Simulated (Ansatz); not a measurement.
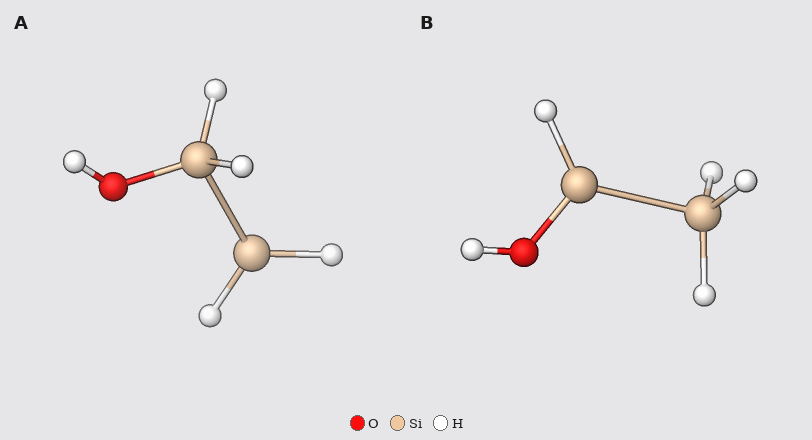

2 stationary structures of one formula. Charge +1, singlet. Geometries: PBE0-D4/def2-TZVP. Electronic energies: B3LYP-D4/def2-TZVPP (Ansatz 0.2.0), without zero-point energy. No frequency run is at hand to confirm each as a minimum. Each is one conformer, not always the lowest.

**Which structure is the most stable?**

B is lowest (Cs); A lies 16.1 kcal/mol above it (Cs).

Give E(B) − E(A) in kcal/mol at these levels too: r2SCAN-D4/def2-TZVPP; B3LYP-D4/def2-TZVPP; ωB97M-V/def2-TZVPP; PBE-D4/def2-TZVPP; PBE0-D4/def2-TZVPP; RHF-CCSD(T) (frozen core)/def2-TZVPP.

```tsv
level	E(B) − E(A) (kcal/mol)
r2SCAN-D4/def2-TZVPP	−17.4
B3LYP-D4/def2-TZVPP	−16.1
ωB97M-V/def2-TZVPP	−16.3
PBE-D4/def2-TZVPP	−17.7
PBE0-D4/def2-TZVPP	−16.6
RHF-CCSD(T) (frozen core)/def2-TZVPP	−16.0
```
